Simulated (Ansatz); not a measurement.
Cost and result by functional for the surface energy of the (11-23) surface of hcp Zr in its 1x1 cell, outermost plane spacing 0.59 Å in the ideal cut, in Ansatz (plane waves, PAW). Single points on the PBE structure, on one kind of machine; costs are rough ratios of the slab run's core time (references not counted) to the cheapest single point. r2SCAN's cost holds its higher cutoff (500 against 420 eV). Differences are taken against r2SCAN for comparison alone: no measured value is at hand, so the table doesn't rank accuracy.

Set-up: 18 atoms, 10.0 Å thick at the start (thin: gaps and levels are the slab's own); mesh 7x6x1; 0.1 eV smearing; dipole correction on; all atoms relaxed; symmetry of the start imposed; no spin, no spin-orbit, no U. These notes are the PBE run's.

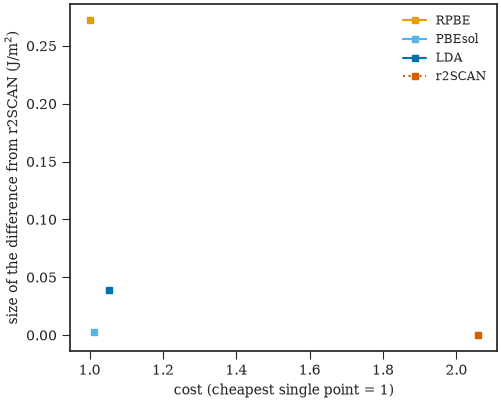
*Difference from r2SCAN against cost*

```csv
functional,relative cost,surface energy (J/m²),less r2SCAN (J/m²)
RPBE,1,1.66,-0.27
PBEsol,1,1.93,0.00
LDA,1,1.97,0.04
r2SCAN,2,1.93,0.00
PBE (the relaxed run's value),–,1.77,-0.16
```

The values span 0.31 J/m², while the single points' costs differ by a factor of roughly 2. Differences are of unrounded values.

Ansatz is a quantum-chemistry and plane-wave program.
